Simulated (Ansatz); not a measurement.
**Run report: TiNH$_{4}$ClOF$_{2}$, nudged elastic band (part 2 of 2)**

TiNH$_{4}$ClOF$_{2}$; RKS PBE0-D4/def2-SVP (Ansatz 0.2.0). It belongs to a series of runs on one base structure; here: band between the two ends.

Geometry of the input (Å):
```
Ti -0.0725  0.0742  -0.0012
N  -0.0013  -0.0785  1.8845
H  -0.8069  -0.3903  2.4261
H  0.5626  0.5551  2.4506
F  1.5496  0.3101  -0.5738
O  -1.0241  1.4690  -0.4756
H  -1.8904  1.8807  -0.4258
F  -0.8844  -1.3559  -0.5601
Cl 1.7663  -2.6949  1.8356
H  1.0334  -1.6022  1.9566
```

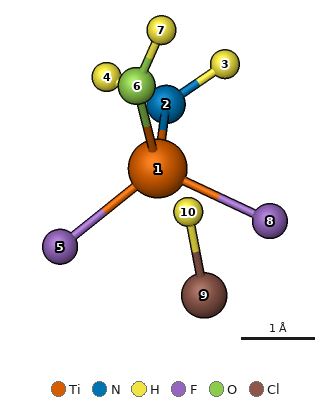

Fig. 1: The starting structure (ball-and-stick view, seen at an oblique angle; atoms are numbered from 1 in the order of the input). Sticks mark near contacts.

**Log, continued**
```
NEB iter  48: max|band force component| = 7.275e-2 eV/Å  barrier→ = 0.0096 eV  barrier← = 1.4247 eV  CI = image 1  Δτ_max = 0.0360 Å  (230 SCF iters)
NEB iter  49: max|band force component| = 6.672e-2 eV/Å  barrier→ = 0.0102 eV  barrier← = 1.4253 eV  CI = image 1  Δτ_max = 0.0360 Å  (241 SCF iters)
NEB iter  50: max|band force component| = 6.273e-2 eV/Å  barrier→ = 0.0114 eV  barrier← = 1.4264 eV  CI = image 1  Δτ_max = 0.0360 Å  (236 SCF iters)
NEB iter  51: max|band force component| = 5.893e-2 eV/Å  barrier→ = 0.0122 eV  barrier← = 1.4272 eV  CI = image 1  Δτ_max = 0.0363 Å  (216 SCF iters)
NEB iter  52: max|band force component| = 8.079e-2 eV/Å  barrier→ = 0.0128 eV  barrier← = 1.4278 eV  CI = image 1  Δτ_max = 0.0180 Å  (238 SCF iters)
NEB iter  53: max|band force component| = 5.258e-2 eV/Å  barrier→ = 0.0128 eV  barrier← = 1.4279 eV  CI = image 1  Δτ_max = 0.0360 Å  (245 SCF iters)
the calculation of the forces begins
reference -44649.14881264 eV, -1640.8259545843 hartree; 38, 38 occupied and 87, 87 virtual orbitals, 1360 factors
1364 factors; integrals over basis functions are off by at most 3.2e-4 eV
mean field -44647.77475157 eV, -1640.7754587717 hartree, gradient 2.6e-5 eV, S^2 0.000000; 1 other end points of the search recorded, 0 dependent functions left out
the calculation of the forces begins
reference -44647.77482793 eV, -1640.7754615776 hartree; 38, 38 occupied and 87, 87 virtual orbitals, 1364 factors
NEB iter  54: max|band force component| = 4.319e-2 eV/Å  barrier→ = 0.0129 eV  barrier← = 1.4279 eV  CI = image 1  Δτ_max = 0.0000 Å  (466 SCF iters)
```

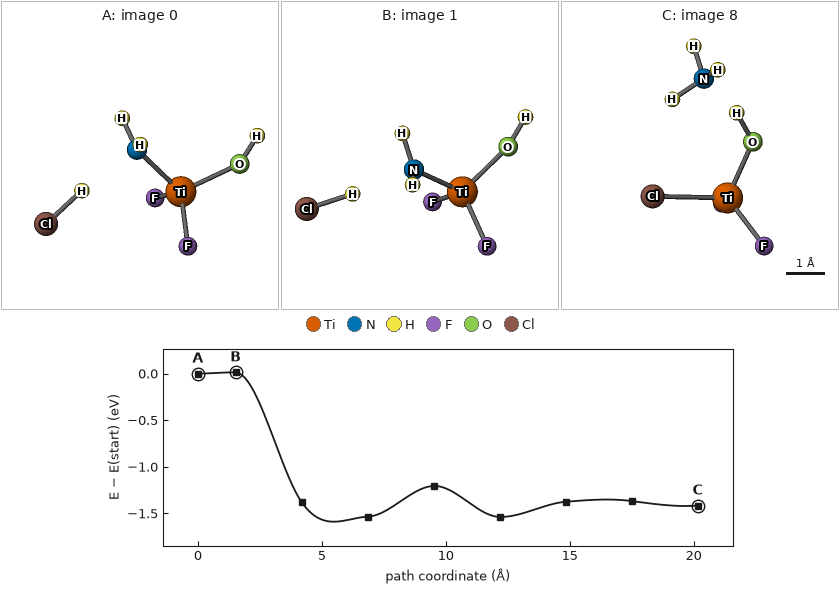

Fig. 2: Images of the last band (counted from 0; ball-and-stick, seen at a tilt) above the energy along the path; the line is a cubic interpolation that uses the forces. The highest image is number 1, 0.013 eV above the start and 1.428 eV above the end (the climbing image); the end lies 1.415 eV below the start. A further maximum stands at image 4, −1.205 eV from the start, so the path isn't one elementary step. The path is 20.16 Å long. The band converged in 54 iterations.

```
Total energy: -44647.95932003 eV, -1640.7822415374 hartree
Atom 0 at     0.041395     0.293726    -0.040822 Å, force    -0.004216    -0.024267    -0.013957 eV/Å
Atom 1 at     0.146340    -0.104096     1.804043 Å, force    -0.013396    -0.006702    -0.009357 eV/Å
Atom 2 at    -0.679477    -0.274212     2.376634 Å, force     0.001874     0.008346     0.008065 eV/Å
Atom 3 at     0.867858     0.332711     2.377856 Å, force     0.002047    -0.005234     0.003773 eV/Å
Atom 4 at     1.522581     1.106214    -0.447048 Å, force     0.000770     0.001176    -0.004427 eV/Å
Atom 5 at    -1.344298     1.295681    -0.367553 Å, force     0.011012     0.033964     0.037269 eV/Å
Atom 6 at    -2.243913     1.602990    -0.496649 Å, force    -0.005173    -0.022912    -0.023494 eV/Å
Atom 7 at    -0.142502    -1.210431    -0.899576 Å, force     0.002726     0.007768     0.004099 eV/Å
Atom 8 at     1.268498    -3.035358     2.248759 Å, force     0.008338    -0.030948     0.005120 eV/Å
Atom 9 at     0.795818    -1.839829     1.961255 Å, force    -0.003981     0.038808    -0.007091 eV/Å
Dipole moment:    -0.739246     0.845256     0.173657 e Å
this run last wrote the band of iteration 54 to [file]
```

**The last band as extended XYZ (Å, eV, eV/Å)**
```
10
Properties=species:S:1:pos:R:3:forces:R:3 image=0 energy=-44647.97212
Ti   -0.0725    0.0742   -0.0012   -0.0010  -0.0131  -0.0014
N    -0.0013   -0.0785    1.8845   -0.0136   0.0090  -0.0056
H    -0.8069   -0.3903    2.4261    0.0036  -0.0029   0.0054
H     0.5626    0.5551    2.4506    0.0017  -0.0004  -0.0002
F     1.5496    0.3101   -0.5738    0.0059   0.0065  -0.0040
O    -1.0241    1.4690   -0.4756    0.0036  -0.0029   0.0033
H    -1.8904    1.8807   -0.4258    0.0004   0.0028   0.0016
F    -0.8844   -1.3559   -0.5601   -0.0011   0.0022   0.0008
Cl    1.7663   -2.6949    1.8356   -0.0012   0.0035   0.0019
H     1.0334   -1.6022    1.9566    0.0017  -0.0045  -0.0019
10
Properties=species:S:1:pos:R:3:forces:R:3 image=1 energy=-44647.95924
Ti    0.0414    0.2937   -0.0408   -0.0042  -0.0243  -0.0140
N     0.1463   -0.1041    1.8040   -0.0134  -0.0067  -0.0094
H    -0.6795   -0.2742    2.3766    0.0019   0.0083   0.0081
H     0.8679    0.3327    2.3779    0.0020  -0.0052   0.0038
F     1.5226    1.1062   -0.4470    0.0008   0.0012  -0.0044
O    -1.3443    1.2957   -0.3676    0.0110   0.0340   0.0373
H    -2.2439    1.6030   -0.4966   -0.0052  -0.0229  -0.0235
F    -0.1425   -1.2104   -0.8996    0.0027   0.0078   0.0041
Cl    1.2685   -3.0354    2.2488    0.0083  -0.0309   0.0051
H     0.7958   -1.8398    1.9613   -0.0040   0.0388  -0.0071
10
Properties=species:S:1:pos:R:3:forces:R:3 image=2 energy=-44649.35124
Ti    0.1412   -0.4088   -0.0003    0.0577  -0.1601   0.0069
N     0.3194   -0.0534    2.2123    0.0177   0.0058   0.0960
H    -0.6112    0.1173    2.5908    0.0157   0.0659   0.0552
H     0.9355    0.7075    2.4910    0.0043   0.0817   0.0238
F     1.5956    0.5157   -0.2496   -0.0045  -0.0948   0.0469
O    -1.2412    0.7104    0.1711    0.0030  -0.1468   0.1276
H    -1.7810    1.0635   -0.5471    0.0725  -0.1352   0.0070
F    -0.2261   -0.9953   -1.5948   -0.0033   0.0582  -0.1643
Cl    0.4332   -2.5460    0.8668   -0.1547   0.1227  -0.3160
H     0.6667   -0.9435    2.5768   -0.0083   0.2026   0.1170
10
Properties=species:S:1:pos:R:3:forces:R:3 image=3 energy=-44649.50611
Ti    0.1179   -0.4949   -0.0087   -0.0166   0.0012  -0.0024
N     0.3659   -0.0542    2.2328    0.0053  -0.0007  -0.0091
H     0.3183   -0.8993    2.8000    0.0063   0.0067   0.0047
H    -0.3898    0.5701    2.5133    0.0073  -0.0037   0.0011
F     1.7946    0.0092   -0.0541    0.0077   0.0011   0.0120
O    -1.0909    0.8079    0.2021   -0.0023  -0.0051  -0.0027
H    -1.5895    1.0989   -0.5717   -0.0077  -0.0052  -0.0003
F    -0.1646   -0.7219   -1.7169    0.0109   0.0064  -0.0072
Cl   -0.3832   -2.5600    0.7031   -0.0110   0.0005   0.0021
H     1.2538    0.4116    2.4171    0.0002  -0.0012   0.0019
10
Properties=species:S:1:pos:R:3:forces:R:3 image=4 energy=-44649.17684
Ti    0.1535   -0.4398    0.0101   -0.0015  -0.0021  -0.0035
N     0.0658   -0.2093    2.2234    0.0059  -0.0049  -0.0031
H    -0.4577   -0.9780    2.6432    0.0014   0.0012   0.0020
H    -0.3842    0.6818    2.4377    0.0013  -0.0007  -0.0005
F     1.4369    0.1536   -0.9942    0.0032   0.0013   0.0033
O    -0.7112    1.1400    0.3065   -0.0039   0.0025   0.0037
H    -0.9897    1.6046   -0.4940   -0.0029  -0.0033  -0.0031
F    -1.0406   -1.1718   -1.0140    0.0020   0.0029  -0.0034
Cl    1.1606   -2.3677    0.7635   -0.0063   0.0015   0.0040
H     0.9988   -0.2461    2.6348    0.0009   0.0016   0.0006
10
Properties=species:S:1:pos:R:3:forces:R:3 image=5 energy=-44649.50889
Ti    0.2325   -0.3666   -0.0267   -0.0252  -0.0431   0.0295
N    -0.3425   -0.4955    2.1889   -0.0143   0.0191  -0.0119
H    -0.8321   -1.3617    2.4100    0.0037   0.0022   0.0013
H    -0.9553    0.2886    2.4114   -0.0057  -0.0090   0.0083
F     0.6415   -0.1480   -1.7104    0.0112  -0.0025  -0.0070
O    -0.0127    1.3658    0.3381    0.0076   0.0167   0.0027
H     0.1299    2.0116   -0.3652    0.0025   0.0014   0.0024
F    -1.2208   -1.3295   -0.2005    0.0079   0.0085   0.0000
Cl    2.1101   -1.3612    0.6864    0.0186   0.0055  -0.0273
H     0.4818   -0.4362    2.7849   -0.0062   0.0012   0.0020
10
Properties=species:S:1:pos:R:3:forces:R:3 image=6 energy=-44649.34655
Ti    0.3586   -0.3478   -0.1533   -0.0306  -0.0338   0.0246
N    -0.3402   -0.4150    2.0783   -0.0042   0.0048  -0.0068
H    -1.3036   -0.1301    2.2567    0.0033  -0.0130  -0.0006
H     0.2763    0.1194    2.6899   -0.0079  -0.0002   0.0010
F     0.9056   -0.4400   -1.8014    0.0032  -0.0022   0.0045
O    -0.0998    1.3557   -0.0668    0.0134   0.0083  -0.0056
H    -0.6271    1.8869    0.5344   -0.0091   0.0196  -0.0060
F    -0.9517   -1.5098   -0.2385    0.0032   0.0190   0.0040
Cl    2.2761   -0.9618    0.8493    0.0191   0.0013  -0.0047
H    -0.2617   -1.3900    2.3683    0.0096  -0.0039  -0.0105
10
Properties=species:S:1:pos:R:3:forces:R:3 image=7 energy=-44649.33856
Ti    0.5733   -0.4753   -0.7917    0.0072  -0.0066  -0.0143
N    -0.6116    0.1333    2.4864   -0.0041   0.0111   0.0099
H    -1.0521    0.7307    3.1835    0.0045   0.0164   0.0231
H     0.3394   -0.0683    2.7977   -0.0004   0.0022   0.0036
F     1.1364    0.0231   -2.3607    0.0072   0.0131  -0.0123
O    -0.1897    0.8249    0.0205   -0.0072  -0.0068   0.0011
H    -0.4568    0.6843    1.0136   -0.0007  -0.0361   0.0113
F    -0.5853   -1.7773   -0.8932    0.0107  -0.0086  -0.0181
Cl    2.1915   -1.1528    0.5774   -0.0030  -0.0016  -0.0078
H    -1.1127   -0.7553    2.4834   -0.0142   0.0168   0.0034
10
Properties=species:S:1:pos:R:3:forces:R:3 image=8 energy=-44649.38716
Ti    0.3520   -0.5964   -0.9244   -0.0145   0.0201  -0.0247
N    -0.3552    0.3013    2.6287   -0.0225   0.0055   0.0170
H    -1.2280    0.0822    3.1076    0.0240   0.0058  -0.0048
H     0.1053    1.0503    3.1445   -0.0111  -0.0179  -0.0134
F     1.5344    0.2287   -1.9085   -0.0260  -0.0158   0.0224
O    -0.4542    0.5206    0.0793    0.0121  -0.0286   0.0046
H    -0.4945    0.5377    1.1294    0.0152   0.0103  -0.0228
F    -0.8028   -1.4377   -1.9272    0.0231   0.0170   0.0199
Cl    1.3323   -1.9938    0.5130   -0.0008   0.0017   0.0003
H     0.2431   -0.5254    2.6746    0.0005   0.0019   0.0016
```

**Key numbers**

```json
{"quantity": "outcome", "value": "converged"}
{"quantity": "barrier, forward", "value": "0.013 eV"}
{"quantity": "barrier, backward", "value": "1.428 eV"}
{"quantity": "hardware", "value": "4 threads of Arm Neoverse V2, 24 GiB of memory available, shared host"}
{"quantity": "wall time", "value": "14 min (CPU time 54 min)"}
{"quantity": "peak memory", "value": "0.39 GiB"}
```

**Notes**

The order of the saddle point was not checked.
